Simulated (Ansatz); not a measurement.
BAs (zinc blende)

```cif
data_As4B4
_chemical_formula_sum 'As4 B4'
_space_group_name_H-M_alt 'F-43m'
_space_group_IT_number 216
_space_group_name_Hall 'F -4 2 3'
_cell_length_a 4.76772
_cell_length_b 4.76772
_cell_length_c 4.76772
_cell_angle_alpha 90.000
_cell_angle_beta 90.000
_cell_angle_gamma 90.000
loop_
_atom_site_label
_atom_site_type_symbol
_atom_site_symmetry_multiplicity
_atom_site_Wyckoff_symbol
_atom_site_fract_x
_atom_site_fract_y
_atom_site_fract_z
_atom_site_occupancy
As1 As 4 c 0.25000 0.25000 0.25000 1
B1 B 4 a 0.00000 0.00000 0.00000 1
```
(The calculation used a cell of 2 atoms; values per cell refer to that cell.)

This relaxed cell (volume V₀) is scaled evenly in all directions, its shape held. Symmetry pins the atoms to their sites.

The numbers are results of PBEsol (plane waves to 420 eV, PAW, scalar-relativistic; Ansatz, an electronic-structure program), not measurements. k mesh 12×12×12 (Γ-centred), Fermi-Dirac smearing 0.05 eV. Energies are smeared free energies. Stress and pressure are positive under compression. BAs was relaxed with its symmetry unable to fall. The PAW data are Ansatz's earlier set. ΔE is measured from the relaxed starting cell.

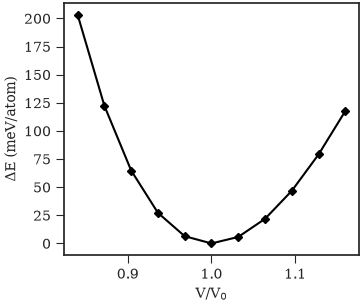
Figure: ΔE (meV/atom) against V/V₀; one marker a computed point.

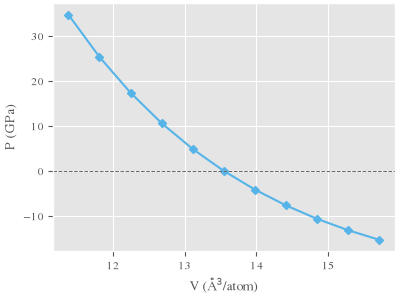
P (GPa) against V (Å³/atom); one marker a computed point.

The pressure derivative B₀′ (fit) is 4.1 and the energy cost of the largest compression is 203.2 meV/atom. The pressure at the smallest volume is 34.7 GPa and the energy cost of the largest expansion is 117.7 meV/atom. The equilibrium volume of the fit is 13.55 Å³/atom.

(Under strain, the slope of the energy per volume gives the stress and its curvature an elastic modulus.)
